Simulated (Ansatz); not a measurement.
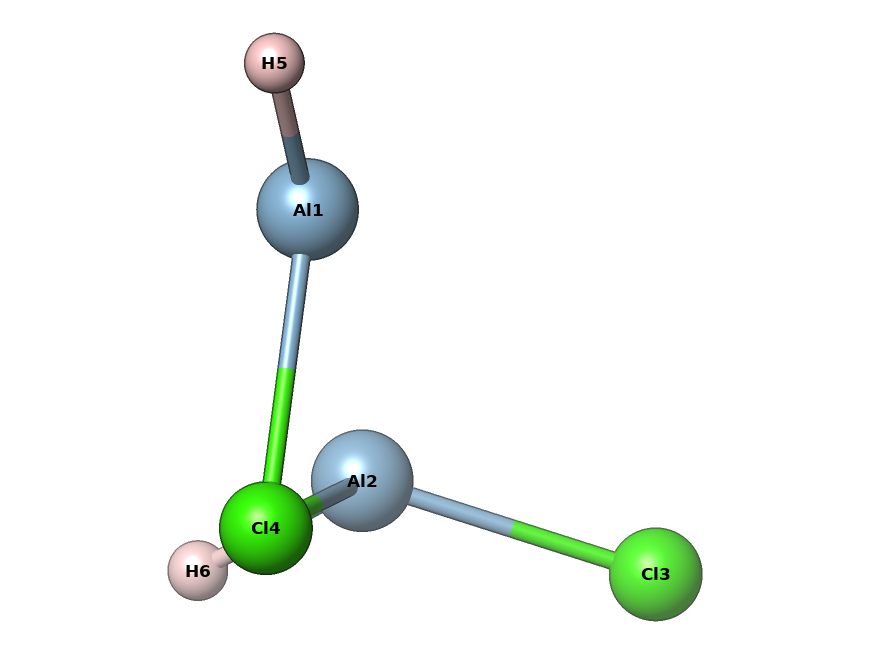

Al2 lies behind Cl4. The molecule seen a little off the Cl4–Al2 bond, Cl4 in front. Distant atoms are faded towards the background colour. Computed geometry: PBE-D4/def2-SVP optimisation. No frequency run is at hand to confirm it as a minimum.

> What is the torsion angle Al1–Cl4–Al2–Cl3? The sign is positive where the front bond must turn clockwise to cover the back bond.

109°, anticlinal.
